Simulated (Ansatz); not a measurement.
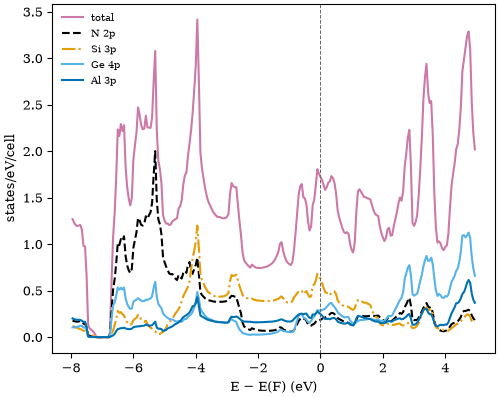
Fig. 1. Total and projected density of states of AlSiGeN in space group R3m (No. 160; Al on 3a, N on 3a, Ge on 3a, Si on 3a), the program Ansatz at the r²SCAN level (PAW)

Q: Which orbitals carry the states next to the Fermi level?

A: Within 0.5 eV of the Fermi level: Si 3p 33 %, Ge 4p 17 %, Al 3p 14 %, N 2p 12 %, Ge 4s 8 %, N 2s 7 %. Projections are on Löwdin-orthogonalised atomic valence shells; empty p or d shells of many metals are not among them.

Q: Where is the tallest occupied peak in this window, and what makes it?

A: Near -3.9 eV, about 3.4 states/eV per cell; the largest projected share is Si 3p.

The start of the workflow was typed in or built on a structure type; neither database checked (COD, Materials Project) lists it. Its standing as an ambient phase is unchecked. The cell was relaxed with r²SCAN under the symmetry of its start; whether a distortion lowers the energy is not shown. Its formation energy is positive at this level, so the cell may be metastable or incomplete. Spin–orbit coupling is left out wherever it is not named.

Potentials: the earlier of the program's two PAW sets.
